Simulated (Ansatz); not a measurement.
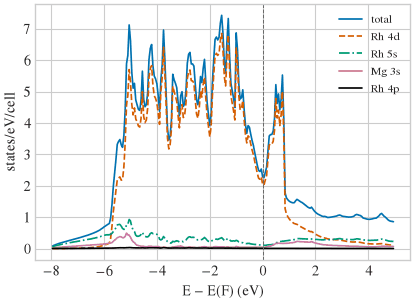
Total and projected density of states of MgRh3 in space group Imm2 (No. 44; Mg on 2b, Rh on 4d, Rh on 2a), DFT-r²SCAN in the program Ansatz with PAW potentials

Problem. Which orbitals carry the states next to the Fermi level?

Solution. Within 0.5 eV of the Fermi level: Rh 4d 91 %. Projections are on Löwdin-orthogonalised atomic valence shells; empty p or d shells of many metals are not among them.

Problem. Where is the tallest occupied peak in this window, and what makes it?

Solution. Near -1.6 eV, about 7.4 states/eV per cell; the largest projected share is Rh 4d.

The first step of the workflow began from a Materials Project structure, measured or hypothetical; the Crystallography Open Database copy checked does not list it. With Mg and Rh taken as one species the cell has the higher symmetry P6_3/mmc, so it may be an ordered model of a mixed-site phase. Whether it is the stable phase at ambient conditions was not checked. The r²SCAN relaxation kept the symmetry of its start; its stability against distortions is not shown here. No spin polarisation was allowed. Spin–orbit coupling is left out wherever it is not named.

Potentials: the later of the program's two PAW sets.
